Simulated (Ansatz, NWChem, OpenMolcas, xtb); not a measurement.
BH3 (borane): methods side by side

The species is BH3 (4 atoms), meant as a singlet with charge 0. As SMILES, `B`. The coordinates come from a PBE0-D4/def2-TZVP relaxation.

```xyz
4

B     0.0139   -0.0151   -0.0051
H     0.9822    0.3817    0.5688
H    -0.2762   -1.1718    0.0430
H    -0.6644    0.7449   -0.6269
```

Quantity: the energy change with the B1–H3 bond stretched from 1.193 to 1.790 Å, in eV. The values are calculated.

```tsv
level	kind	program	value (eV)	less CCSD(T)/def2-TZVPPD
GFN0-xTB	semi-empirical	xtb	1.13	-0.69
SVWN5/def2-TZVPPD (restricted)	LDA	NWChem	1.72	-0.10
PBE/def2-TZVPPD (restricted)	GGA	Ansatz	1.73	-0.09
revPBE/def2-TZVPPD (restricted)	GGA	NWChem	1.71	-0.11
M06-2X/def2-TZVPPD (restricted)	hybrid meta-GGA	NWChem	1.94	+0.12
wB97M-V/def2-TZVPPD (restricted)	range-separated hybrid	Ansatz	1.91	+0.09
PBE-QIDH/def2-TZVPPD (restricted)	double hybrid	Ansatz	1.96	+0.14
RPA@PBE0/def2-TZVPPD (restricted)	RPA	Ansatz	1.86	+0.04
MP2/def2-TZVPPD (restricted)	perturbation theory	NWChem	1.96	+0.14
CCSD(T)/def2-TZVPPD (restricted)	coupled cluster or CI	OpenMolcas	1.82	0.00
```

CCSD(T)/def2-TZVPPD (restricted) is the highest level here, not the true value. The first shape isn't each level's own minimum. The values span 1.13 to 1.96 eV.

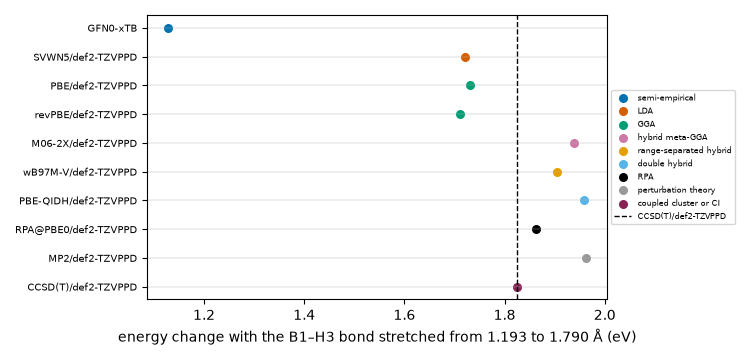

The values of the table, level by level.
